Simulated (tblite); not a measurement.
**Run report: C5H12Si, molecular dynamics**

C5H12Si (vinyltrimethylsilane), SMILES C=C[Si](C)(C)C, computed with GFN2-xTB Langevin dynamics, gas phase (tblite 0.8.0).

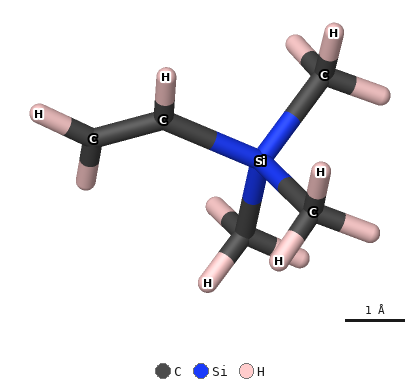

The input geometry (stick view, seen at a tilt).

Input:
```
{"job": {"dt": 1.5, "steps": 5000, "equilibration": 400, "friction": 0.005, "h_mass": 4.0, "temperature": 300, "xc": "GFN2-xTB", "basis": "xTB", "kind": "md"}, "charge": 0, "multiplicity": 1}
C     -0.320261    -1.297184     0.399639
C     -0.043457    -0.025528     0.640886
Si     1.654558     0.663269     1.122471
C      2.181924     1.946841    -0.189767
C      1.508667     1.520331     2.823073
C      2.951942    -0.730332     1.217697
H     -1.308220    -1.638063     0.126871
H      0.435418    -2.062777     0.464557
H     -0.852408     0.691962     0.556593
H      1.462561     2.757250    -0.259667
H      3.145351     2.385467     0.052294
H      2.264377     1.496712    -1.174559
H      0.754474     2.301419     2.807875
H      2.448703     1.979449     3.114717
H      1.232529     0.814417     3.600726
H      3.923778    -0.342631     1.508401
H      3.071367    -1.225936     0.259134
H      2.669955    -1.483453     1.947111
```

The first line tells a small driver script what to run in tblite; the rest is the geometry in Å.

Run on 1 CPU thread, shared host.

Launch command:
```bash
OMP_NUM_THREADS=1 python <driver script> task.json out
```

The program's output:
```
t/fs     T/K   E - E0/eV
     0.0    263.9     0.0000
   337.5    299.5     0.6022
   675.0    312.3     0.6282
  1012.5    365.3     0.5932
  1350.0    303.7     0.8097
  1687.5    472.1     0.7723
  2025.0    315.1     0.7361
  2362.5    402.6     0.3999
  2700.0    303.4     0.6274
  3037.5    216.7     0.4950
  3375.0    281.5     0.7175
  3712.5    316.8     0.4738
  4050.0    283.6     0.6602
  4387.5    436.4     0.7318
  4725.0    256.3     0.4966
  5062.5    351.7     0.4665
  5400.0    327.2     0.6129
  5737.5    257.1     0.5582
  6075.0    244.4     0.5571
  6412.5    324.9     0.8197
  6750.0    293.0     0.5532
  7087.5    282.1     0.6268
  7425.0    311.4     0.5869
  7762.5    305.0     0.7633
  8100.0    345.9     0.7327
```

Trajectory as extended XYZ (Å, eV, eV/Å), 12 of the 25 frames kept, from step=0 to step=5400:
```
18
Properties=species:S:1:pos:R:3:forces:R:3 step=0 time_fs=0.0 energy=-503.08705 temperature=263.9
C    -0.3203   -1.2972    0.3996    0.0000   0.0040   0.0010
C    -0.0435   -0.0255    0.6409    0.0000  -0.0010   0.0010
Si    1.6546    0.6633    1.1225   -0.0010   0.0020  -0.0010
C     2.1819    1.9468   -0.1898    0.0020   0.0010  -0.0010
C     1.5087    1.5203    2.8231   -0.0010   0.0000   0.0010
C     2.9519   -0.7303    1.2177   -0.0010   0.0020   0.0000
H    -1.3082   -1.6381    0.1269    0.0000  -0.0010   0.0000
H     0.4354   -2.0628    0.4646    0.0010  -0.0020   0.0000
H    -0.8524    0.6920    0.5566    0.0010   0.0000   0.0020
H     1.4626    2.7573   -0.2597   -0.0010  -0.0020   0.0010
H     3.1454    2.3855    0.0523    0.0020   0.0010   0.0010
H     2.2644    1.4967   -1.1746   -0.0020  -0.0010   0.0000
H     0.7545    2.3014    2.8079    0.0020   0.0000  -0.0020
H     2.4487    1.9794    3.1147   -0.0030  -0.0020   0.0000
H     1.2325    0.8144    3.6007   -0.0010   0.0010  -0.0010
H     3.9238   -0.3426    1.5084    0.0020  -0.0010  -0.0020
H     3.0714   -1.2259    0.2591   -0.0010  -0.0010   0.0010
H     2.6700   -1.4835    1.9471   -0.0010   0.0000  -0.0010
18
Properties=species:S:1:pos:R:3:forces:R:3 step=450 time_fs=675.0 energy=-502.45883 temperature=312.3
C    -0.6773   -0.4019   -0.8359    0.3450  -0.8570  -1.4260
C    -0.3273    0.6054   -0.0827    1.2480  -1.1220   0.7110
Si    1.1828    0.6439    1.0551   -0.1380  -1.5500   0.3780
C     2.0904    2.2166    0.6213    0.1880  -0.5820  -1.5600
C     0.5693    0.8392    2.8481    0.8290  -0.0940   0.1810
C     1.9305   -1.1752    1.0791    0.5450   0.1030  -0.8890
H    -1.5482   -0.4713   -1.4719   -0.2610   0.1870   0.3170
H     0.0481   -1.1619   -1.0599    0.0890  -0.3490   0.0470
H    -1.0446    1.2949    0.1387   -1.7240   2.0450   0.3180
H     2.8304    2.4031    1.3350    1.3600   0.2990   0.6840
H     2.4895    2.1695   -0.4047    0.1820   0.0620   0.5520
H     1.4353    3.0442    0.6364   -0.8300   0.8230   0.0370
H     0.5665    1.8223    3.2894    0.0060   0.3320  -0.2010
H     1.1074    0.2021    3.5446    0.0940  -0.0540  -0.0640
H    -0.4170    0.4803    2.8097   -1.3610  -0.3330   0.3400
H     2.8048   -1.2965    1.6914    0.3270   0.4460   0.7030
H     2.3674   -1.4549    0.0941   -0.8330   0.1030   0.3350
H     1.2529   -1.9629    1.4353   -0.0670   0.5410  -0.4630
18
Properties=species:S:1:pos:R:3:forces:R:3 step=900 time_fs=1350.0 energy=-502.27738 temperature=303.7
C    -0.2671   -1.0642   -0.9572   -0.1220  -0.9320  -2.0220
C    -0.0414    0.1662   -0.5795    0.1500   1.5210   2.0100
Si    0.5908    0.8173    1.2228    0.4650   0.0360  -0.7450
C     1.8049    2.3390    1.0122    1.2800  -1.5560  -0.5440
C    -0.8922    1.4351    2.3529    0.4770  -0.0040  -3.1480
C     1.4831   -0.6159    2.0980    0.6070  -0.8410   1.0760
H    -0.7337   -1.2823   -1.9720    0.4930   0.2630   1.2880
H     0.1610   -1.9402   -0.5029   -0.2110   0.0350   0.3720
H    -0.4262    0.9895   -1.1703   -0.0550  -0.0870  -0.1490
H     2.0258    2.8076    1.9932   -0.2840  -0.0210  -1.0410
H     2.8177    2.0055    0.5358   -1.6490   0.4690   1.0100
H     1.3611    2.9616    0.2492    0.0490   0.6380   0.4190
H    -0.5966    1.4810    3.3428    0.1330  -0.2010   1.7400
H    -1.7816    0.8441    2.1267    0.1610   0.2450   0.5280
H    -1.0324    2.4556    1.9884   -0.4440  -0.0750   0.2710
H     0.6370   -1.2468    2.3926    0.3410  -0.0550   0.4800
H     2.1608   -0.4326    3.0150   -1.3480   0.0650  -1.3950
H     2.0734   -1.2853    1.4636   -0.0430   0.5020  -0.1510
18
Properties=species:S:1:pos:R:3:forces:R:3 step=1575 time_fs=2362.5 energy=-502.68711 temperature=402.6
C     0.3198   -1.9757   -0.0724   -0.6030  -0.9320   0.6230
C     0.2797   -1.8541    1.2541   -0.7010  -0.9160  -0.1210
Si   -0.3797   -0.3380    2.1700   -0.2140  -0.2530   0.2720
C    -0.2056    1.2573    1.1416   -0.0030   0.5340   0.8550
C    -2.2719   -0.5676    2.5145   -0.4990   0.9530  -0.5680
C     0.4736   -0.3472    3.9111   -0.6420   1.2560  -0.5410
H     0.3720   -2.9796   -0.5175    0.3190   0.7210  -0.0550
H     0.0766   -1.1476   -0.6975    0.3200   0.2310  -0.3980
H     0.2963   -2.8112    1.8206    0.3790   0.7860  -0.2310
H    -0.2924    2.0796    1.8980    0.3230  -0.4000  -0.9800
H     0.7225    1.3076    0.5883    0.2940   0.1740   0.3320
H    -0.9662    1.4142    0.3928   -0.4110  -0.1250   0.0800
H    -2.8541   -0.8640    1.6202    0.4960   0.0360   0.4590
H    -2.7835    0.3624    2.8825    0.6810  -0.7830  -0.2290
H    -2.3925   -1.3233    3.2625   -0.2180  -0.3560   0.3130
H     1.4529    0.1646    3.8516   -0.6520  -0.4470   0.4010
H     0.5399   -1.3306    4.3169    0.4420  -0.5760   0.0290
H    -0.2202    0.1760    4.5955    0.6890   0.0980  -0.2390
18
Properties=species:S:1:pos:R:3:forces:R:3 step=2025 time_fs=3037.5 energy=-502.59208 temperature=216.7
C    -0.7727   -2.4260    0.4077    0.0440  -0.4170  -1.0440
C    -0.3125   -1.8315    1.4759    1.4080   0.3190   0.6260
Si   -1.2678   -0.6574    2.6334    0.1310  -0.3100   0.4070
C    -1.3966    1.1421    2.0285    1.5080  -0.0730   0.8530
C    -2.9793   -1.4620    2.8898   -1.2320   1.1500   0.1440
C    -0.2088   -0.5943    4.2276    0.5620  -0.7240  -0.2320
H    -0.2528   -3.1053   -0.2365    0.8330  -0.2880   0.1210
H    -1.7037   -2.2554   -0.0472   -1.3950   0.4170   0.1500
H     0.7668   -2.0404    1.7013   -1.0200   0.1500   0.1060
H    -1.5448    1.8140    2.9021   -0.1270  -0.3270  -0.9710
H    -0.4402    1.4003    1.5390   -0.3850   0.1020   0.3820
H    -2.1242    1.2095    1.2764   -1.1060   0.4970  -0.5970
H    -3.4854   -1.0956    3.8094    0.4530  -0.1050  -0.4830
H    -3.0990   -2.5259    2.9093    0.5010  -0.4740  -0.0400
H    -3.6242   -1.1097    2.0639    0.2120  -0.1700   0.2970
H     0.7360   -1.0557    3.8746   -0.3560   0.1410   0.7470
H    -0.6568   -1.2244    4.9997    0.3050   0.0570  -0.1380
H     0.0703    0.3453    4.6981   -0.3360   0.0550  -0.3290
18
Properties=species:S:1:pos:R:3:forces:R:3 step=2475 time_fs=3712.5 energy=-502.61326 temperature=316.8
C    -0.7795   -1.5680   -0.5155   -0.0890   0.6020   1.0700
C    -1.1756   -0.5857    0.3028   -0.2290  -0.7730  -0.8640
Si   -1.5925   -0.5756    2.1264    0.0190  -0.1990   0.6280
C    -1.6462    1.2069    2.6871    1.1350   1.4370  -0.4060
C    -3.4429   -1.1309    2.3621    0.5590   0.2780  -0.1670
C    -0.1249   -1.3992    3.0968   -0.3970  -1.0470  -1.3790
H    -0.7029   -1.3942   -1.5661    0.0950  -0.1190  -0.3830
H    -0.4668   -2.5315   -0.1397   -0.0540   0.0740  -0.0820
H    -1.4987    0.3265   -0.1662    0.0890   0.3210  -0.3100
H    -2.2016    1.3818    3.5769   -0.4980  -0.0320   0.5970
H    -0.6231    1.5696    2.9049   -0.4180  -0.1690  -0.1170
H    -2.0262    1.9023    1.9293   -0.0390  -0.3060   0.1380
H    -3.4934   -2.1931    2.2899   -0.2410  -0.7210  -0.3960
H    -4.0853   -0.6544    1.6217    0.1920  -0.2550  -0.1190
H    -3.8912   -0.8993    3.3105    0.1840   0.3190   0.5260
H     0.0550   -0.9541    4.0737   -0.0560  -0.5170  -0.2380
H     0.8140   -1.4571    2.4919   -0.7240   0.5050   0.5990
H    -0.4585   -2.4630    3.0921    0.4720   0.6040   0.9020
18
Properties=species:S:1:pos:R:3:forces:R:3 step=2925 time_fs=4387.5 energy=-502.35521 temperature=436.4
C    -1.5590   -1.8697   -0.0385   -1.4490  -1.5640  -1.3480
C    -0.8157   -1.5085    0.9700    0.5790   1.1110   0.9400
Si   -1.6374   -1.4977    2.7634    1.5150  -1.7210  -0.9650
C    -0.9460   -0.1490    3.8586   -0.7100   1.8590  -1.6050
C    -3.5095   -1.5087    2.7455   -2.0220   0.2270   0.0210
C    -0.9569   -3.2045    3.3588   -0.2790   0.1400   2.8640
H    -1.2337   -1.9860   -1.0707    0.2440   0.3250   0.1870
H    -2.5680   -2.3240    0.0697    0.6900   0.6510   0.1740
H     0.2102   -1.1443    0.6904   -0.9680  -0.2920   0.7700
H    -1.0439   -0.2984    4.8883   -0.4930  -0.1390   1.2980
H     0.0850    0.0229    3.6781    0.9750  -0.0370  -0.2360
H    -1.4360    0.8206    3.5293    0.3870  -0.9260   0.7620
H    -4.0048   -2.0300    1.8668    0.7810   1.0650   0.7900
H    -3.8583   -0.4373    2.8608    0.0910  -1.2120  -0.5770
H    -3.9863   -2.0314    3.5999    0.6250   0.2490  -0.2250
H    -1.3598   -3.5837    4.3661    0.0440   0.8540  -1.1740
H     0.1018   -3.2151    3.5795    0.3460   0.3700  -0.3480
H    -1.1389   -4.0129    2.7274   -0.3550  -0.9580  -1.3280
18
Properties=species:S:1:pos:R:3:forces:R:3 step=3375 time_fs=5062.5 energy=-502.62054 temperature=351.7
C    -2.9960   -2.3876    0.0015   -1.1390  -0.5250   0.2270
C    -1.8980   -2.2463    0.7153    0.6540   0.5290  -0.4070
Si   -1.5312   -2.7605    2.4979    0.3440  -0.7960  -1.7210
C    -0.1632   -1.7455    3.2814   -0.8130   1.7040  -0.5810
C    -3.0136   -2.8844    3.6413    1.0210   1.1720   1.1810
C    -0.7309   -4.4969    2.2584   -1.4320   0.3400   0.1660
H    -3.1354   -2.0667   -1.0349    0.2200  -0.1890   0.4750
H    -3.8713   -2.8849    0.4626    0.4770   0.4850  -0.4320
H    -1.0384   -1.8087    0.1949   -0.2060   0.0200   0.1840
H    -0.1172   -2.1873    4.2220    0.4100  -0.3050   1.8900
H     0.8225   -1.7538    2.8732    0.3270  -0.1100  -0.5400
H    -0.4813   -0.6834    3.3924    0.3530  -0.6980   0.0330
H    -3.9370   -3.0519    3.1674   -0.8940  -0.4110  -0.4670
H    -3.0926   -1.8741    4.1398   -0.0610  -1.2720  -0.0420
H    -2.7624   -3.6909    4.3482   -0.5730   0.6040   0.0000
H    -1.5531   -5.2221    2.1223    0.7360   0.1520  -0.1710
H    -0.2155   -4.7321    3.1568    0.4630  -0.4660   0.6010
H    -0.0367   -4.4989    1.4454    0.1150  -0.2360  -0.3950
18
Properties=species:S:1:pos:R:3:forces:R:3 step=3825 time_fs=5737.5 energy=-502.52885 temperature=257.1
C    -2.0946   -2.9768   -1.6802   -0.1120  -1.3660   1.2920
C    -2.1137   -2.2147   -0.5955   -0.7580  -1.0700   0.1540
Si   -2.2602   -2.7640    1.2282    0.0480  -0.1760  -0.4970
C    -1.4268   -1.5737    2.4614   -1.4130  -0.0390  -0.6050
C    -4.0149   -3.2876    1.8497   -0.1060  -0.2990   0.4790
C    -1.1973   -4.3544    1.2534   -0.8430  -0.5040  -0.7350
H    -1.9888   -2.5892   -2.6505   -0.0640   0.3380  -0.9190
H    -2.1755   -4.0629   -1.5855    0.3260   0.3580  -0.2150
H    -2.2436   -1.2160   -0.8438    0.2860   1.9950   0.0830
H    -1.5920   -2.0197    3.4273    0.5850   0.1300   0.3530
H    -0.4247   -1.4715    2.1397    1.0080   0.0240   0.3600
H    -1.8696   -0.5861    2.4666   -0.1030   0.1070   0.0360
H    -4.2589   -4.2772    1.5165    0.1510  -0.6130  -0.6180
H    -4.8770   -2.7072    1.5580    0.1280   0.5580  -0.1570
H    -4.0922   -3.4243    2.9345    0.3740   0.5090  -0.0600
H    -1.6051   -4.9976    0.4380    0.2330   0.1440   0.8350
H    -1.4232   -4.7920    2.2168    0.3170  -0.5250  -0.0370
H    -0.1290   -4.3449    1.0732   -0.0560   0.4280   0.2500
18
Properties=species:S:1:pos:R:3:forces:R:3 step=4500 time_fs=6750.0 energy=-502.53383 temperature=293.0
C    -1.6618   -1.3814   -1.5215   -0.7510  -1.1740  -0.5840
C    -1.6733   -1.2107   -0.2051    0.6040   1.4140  -1.0010
Si   -2.4655   -2.3693    0.9800    0.4640  -2.0630   0.4540
C    -2.7614   -1.4769    2.6026    1.1000  -0.6520   0.7230
C    -4.0024   -2.9914    0.1168   -1.5850  -1.8720   0.1310
C    -1.3276   -4.0145    1.2651   -1.7620   0.5730  -0.7610
H    -1.1557   -0.7385   -2.2111    0.0600   0.3900  -0.1010
H    -2.1984   -2.2302   -2.0460    0.8350   0.9030   0.9180
H    -1.2484   -0.2550    0.1604    0.0530  -0.7400  -0.1160
H    -3.3905   -2.1398    3.2083    0.2130   0.5780   0.1280
H    -1.7301   -1.4358    3.0568   -1.2260   0.2230  -0.0060
H    -3.1730   -0.4815    2.5357   -0.0530  -0.0330   0.0650
H    -3.7210   -3.6515   -0.7231   -0.1240   0.6550   0.1530
H    -4.6263   -2.1723   -0.2324    0.0260  -0.2130  -0.1150
H    -4.6771   -3.6984    0.7231    0.9380   1.2250  -0.4920
H    -1.3126   -4.6230    0.3565    0.3530   0.5020  -0.0890
H    -1.7269   -4.7220    1.9814   -0.0370   0.3730   0.4990
H    -0.3642   -3.6774    1.5407    0.8910  -0.0900   0.1950
18
Properties=species:S:1:pos:R:3:forces:R:3 step=4950 time_fs=7425.0 energy=-502.50019 temperature=311.4
C    -0.9258    0.3026   -1.4423   -1.1040  -0.9380   0.4810
C    -0.8173   -0.3331   -0.2755   -0.8230  -0.7060  -1.6560
Si   -1.7463   -1.9315    0.2586   -0.0820   0.7230  -0.4640
C    -2.9119   -1.5207    1.6950    2.5120  -1.1110   1.6730
C    -2.9531   -2.5619   -1.0899   -0.6590   3.6420   1.1320
C    -0.5752   -3.2232    0.9671    0.4380  -0.5680   0.3100
H    -0.4536    1.1931   -1.7337    0.9510   0.8290   0.0810
H    -1.6559    0.0180   -2.1720   -0.3600  -0.3520  -0.1670
H    -0.0364    0.0019    0.3179    1.1200   0.5340   1.3990
H    -3.2452   -2.4682    2.1310   -0.2440   0.3610  -0.0860
H    -2.3311   -1.0095    2.5107   -0.7270  -0.2810  -0.7250
H    -3.6923   -0.9392    1.3806   -1.8540   1.2710  -0.3760
H    -2.5206   -2.8482   -1.9659    1.2790  -0.5520  -2.2990
H    -3.6373   -1.6596   -1.3058    0.9290  -1.2260   0.0830
H    -3.5890   -3.3130   -0.7989   -1.2830  -1.6990   0.9820
H     0.2715   -3.4698    0.3138   -0.3800  -0.0420   0.2680
H    -1.1685   -4.1152    1.1757    0.2390  -0.1410  -0.3080
H    -0.1785   -2.9568    1.9512    0.0460   0.2550  -0.3290
18
Properties=species:S:1:pos:R:3:forces:R:3 step=5400 time_fs=8100.0 energy=-502.35434 temperature=345.9
C     0.8013   -1.2183   -0.4992    0.7330   0.7810  -0.4150
C    -0.0615   -0.9487    0.4388   -0.0330   0.4470   1.7890
Si   -1.5411   -1.9641    0.9035   -1.3850  -0.3230  -0.5490
C    -2.8103   -0.8972    1.9512    1.8750   1.4960  -1.9690
C    -2.1218   -2.7610   -0.8169    1.2050  -0.0600   2.2780
C    -0.9877   -3.3295    2.1291    0.1860   0.1640   0.8800
H     1.5844   -0.5069   -0.5931    0.9690   0.0960  -0.3670
H     0.7632   -1.9774   -1.2257   -0.3380  -0.6350  -0.5540
H     0.2703   -0.1805    1.1591   -0.4990  -0.0890  -0.4750
H    -2.5701   -1.1466    2.9207    0.6000  -0.1600   2.2640
H    -2.6858    0.2307    1.8284   -0.3000  -1.5800   0.0080
H    -3.7991   -1.1899    1.8450   -1.7330  -0.2140  -0.6510
H    -1.3427   -3.4707   -1.1105   -0.5580   0.0760  -0.0520
H    -2.3108   -2.0723   -1.5750    0.0360   1.1170  -1.0800
H    -3.0455   -3.2130   -0.5820   -0.7980  -1.0070  -0.0800
H    -0.5958   -2.8059    3.0373    0.1840  -0.4500  -0.8250
H    -0.2042   -3.9378    1.6570   -0.2690   0.1620   0.5020
H    -1.7524   -3.9847    2.5744    0.1240   0.1770  -0.7030
```

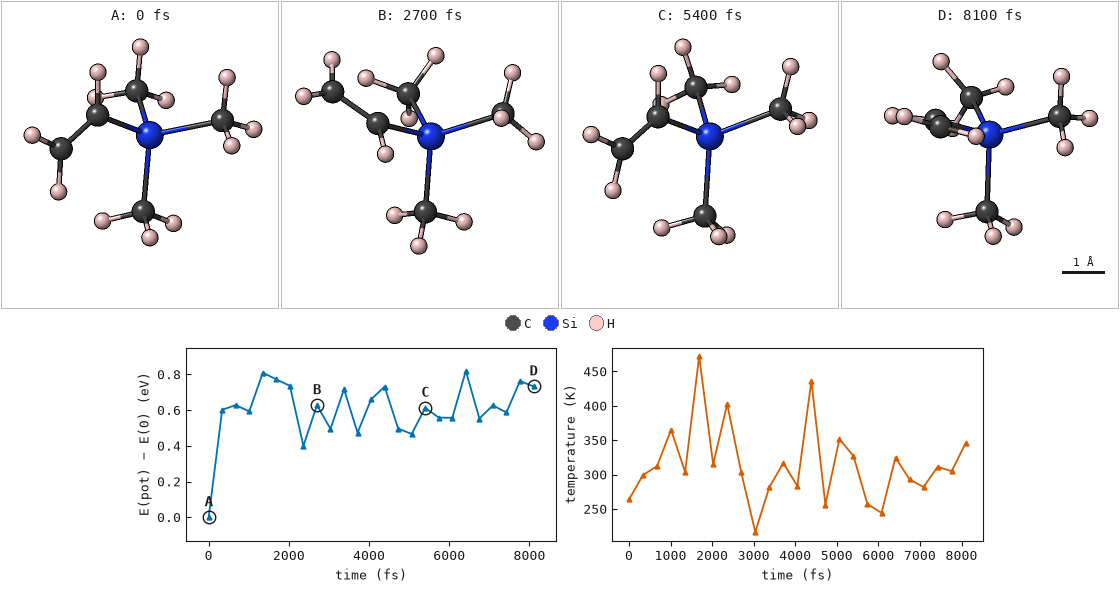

Frames of the molecular dynamics (ball-and-stick, seen at a tilt) above the curves, on which the letters mark them. The trajectory kept here has 25 frames over 8100 fs. The temperature starts at 264 K, ranges from 217 to 472 K and averages 309 K over the second half. The potential energy ends 0.733 eV above its first value. After an unweighted best fit of the last frame on the first, the root-mean-square displacement is 1.52 Å.

Results in brief:

- outcome: finished
- mean temperature over the second half: 309 K
- trajectory: 25 frames kept, 8100 fs
- wall time: 55 s
- peak memory: 0.33 GiB
